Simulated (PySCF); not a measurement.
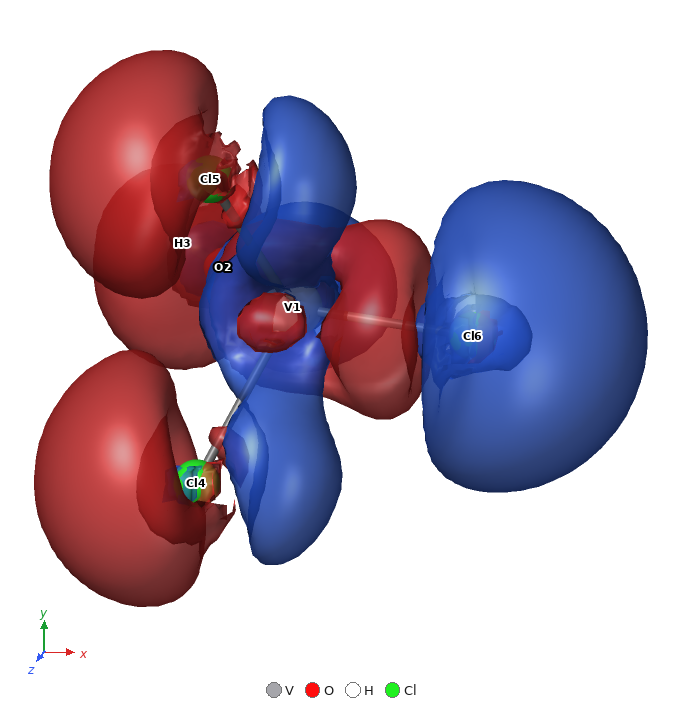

V(OH)Cl3 (Cl$_{3}$HOV, doublet). Change of the electron density in a uniform field of 0.10 V/Å, surfaces at ±0.0005 e/Å³ (blue: gain, red: loss).

Level of theory: PBE/def2-TZVP (PySCF), at a geometry from GFN2-xTB. This is a single-reference result, which may miss multireference character in this system. No frequency check shows the geometry to be a minimum. A basis without diffuse functions makes polarisabilities too small. The stability of the open-shell solution wasn't checked. GFN2-xTB bond lengths at metals and heavier atoms can be off by up to 0.1 Å and shapes distorted, which carries into these values. GFN2-xTB doesn't know the spin state, so this open-shell geometry is rough.

Coordinates in Å:

```
V1      -0.0043   -0.0019   -0.4381
O2      -0.9573    0.0348   -1.7137
H3      -1.5299    0.0585   -2.4823
Cl4     -0.7647   -1.5647    0.7603
Cl5     -0.6291    1.6260    0.7549
Cl6      1.9401   -0.0787    0.0301
```

Q: Along which Cartesian direction does the field point?

A: Along −x: electrons gather on the +x side, against the field.

Q: What dipole is induced, and what polarisability does it imply?

A: The induced dipole is 0.41 D (along the field); α along this axis, from the fields in both directions, is 81 bohr³ (12.0 Å³).

Q: Which atoms gain and lose the most charge?

A: Electrons gather most on Cl6 (Hirshfeld charge changes by −0.016 e) and leave Cl4 most (+0.006 e); 0.032 electrons are displaced in all.

The PySCF run took 4.5 min on 1 thread of Intel(R) Xeon(R) Processor @ 2.50GHz (Skylake/Cascade Lake) (shared host), peak memory 0.69 GiB.
